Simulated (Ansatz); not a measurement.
BH₅OSi (SMILES B[OH+][SiH2]) (charge +1, doublet)

Input

```
crystal:
  periodic: [false, false, false]
  atoms:
    - {symbol: B, position_ang: [-0.712457, 1.317540, 0.981396]}
    - {symbol: O, position_ang: [-0.242891, 0.585826, -0.150260]}
    - {symbol: Si, position_ang: [-1.219751, 0.102952, -1.683428]}
    - {symbol: H, position_ang: [0.080663, 1.478911, 1.857491]}
    - {symbol: H, position_ang: [-1.848990, 1.674145, 0.900351]}
    - {symbol: H, position_ang: [0.681267, 0.267668, -0.090009]}
    - {symbol: H, position_ang: [-0.088804, -0.107103, -2.623253]}
    - {symbol: H, position_ang: [-2.048195, 1.321891, -1.855721]}
basis:
  gaussian:
    orbitals: def2-TZVPD
total_charge: 1
magnetization:
  spin_polarized: true
  initial_magnetization: 1
hamiltonian:
  xc: pbe0
output:
  forces: true
  orbitals: {seedname: orbitals}
```

Command:

```sh
ansatz run input.yaml --threads 1 --pin off --max-ram 2610MiB --events-out events.jsonl --progress --plain --runs-dir runs
```

Geometry: r2SCAN-D4/def2-SVP.

All numbers below come from isolated molecule in a Gaussian basis; Kohn-Sham density functional theory, functional PBE0 in Ansatz.

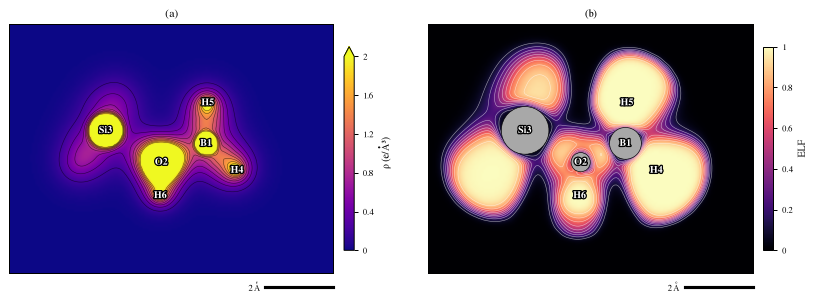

Figure 1. (a) electron density; (b) ELF on the plane of atoms O2, B1 and H4. Grey discs cover the atomic cores in the ELF map.

Q: Interpret the plot.

A: The section cuts through B, O, Si and H sites.
B–O (1.43 Å): ρ is about 1.8 e/Å³ halfway; the ELF peaks at about 0.90 between the atoms, as expected for a shared but strongly polarised pair.
Si–O (1.88 Å): ρ is about 0.68 e/Å³ halfway; the ELF peaks at about 0.90 between the atoms; a shared but strongly polarised pair.
O–H (0.98 Å): ρ is about 3.8 e/Å³ halfway; the ELF climbs to about 1 towards the hydrogen, as it does in any bond to H; an ordinary covalent bond to hydrogen.
B–H (1.19 Å): the density is about 1.4 e/Å³ at the midpoint; the ELF climbs to about 1 towards the hydrogen; a covalent bond by its length.

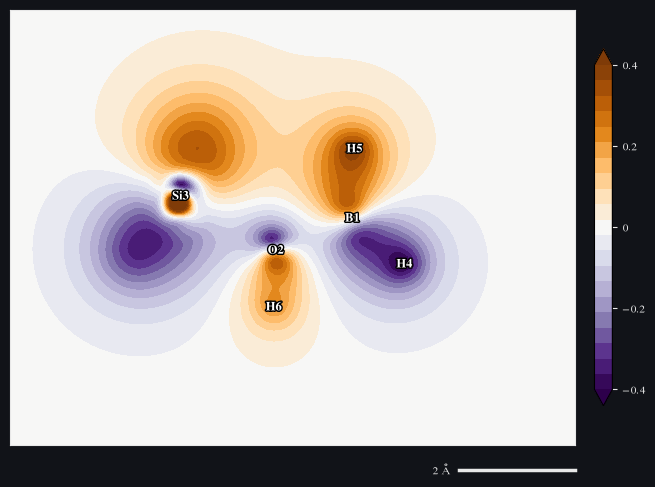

Figure 2. The HOMO−1 (β) on the plane of atoms H4, B1 and H5 (values in Å⁻³ᐟ²; the overall sign is arbitrary).

Q: Describe this orbital and give its energy.

A: Its weight (Hirshfeld) is mainly on Si3 (about 35 %), H8 (about 20 %), H7 (about 15 %), B1 (about 10 %), H4 (about 5 %) and H5 (about 5 %). Its energy is −15.85 eV.

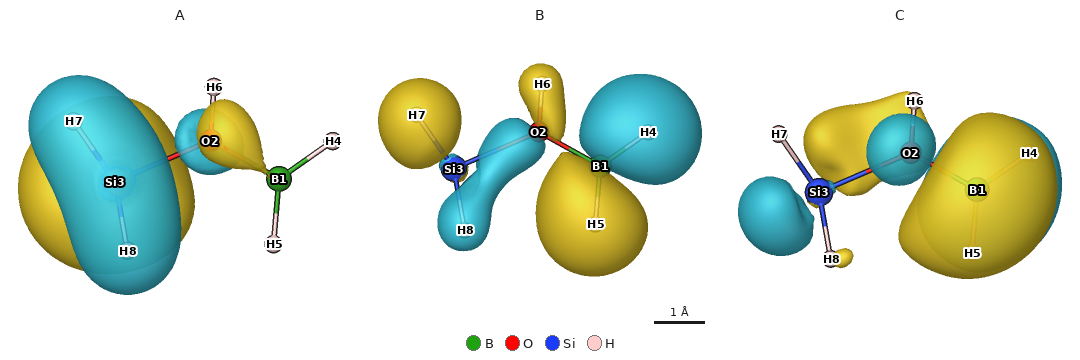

Figure 3. Three frontier orbitals at ±0.08 Å⁻³ᐟ² (yellow and cyan are the two phases), in no order.

Q: Which picture is the HOMO−1, the HOMO and the LUMO? All are α orbitals.

A: B is the HOMO−1 (α) (−15.55 eV). Its weight (Hirshfeld) is mainly on B1 (about 35 %), H4 (about 25 %) and H5 (about 20 %). A is the HOMO (α) (−12.51 eV). By Hirshfeld shares it lies mainly on Si3 (about 75 %), H8 (about 10 %) and H7 (about 10 %). C is the LUMO (α) (−6.65 eV). By Hirshfeld shares it lies mainly on B1 (about 60 %), O2 (about 10 %), Si3 (about 10 %), H5 (about 5 %) and H4 (about 5 %).

Q: What is the gap between the highest occupied and lowest empty α orbitals?

A: 5.86 eV between the orbital energies.
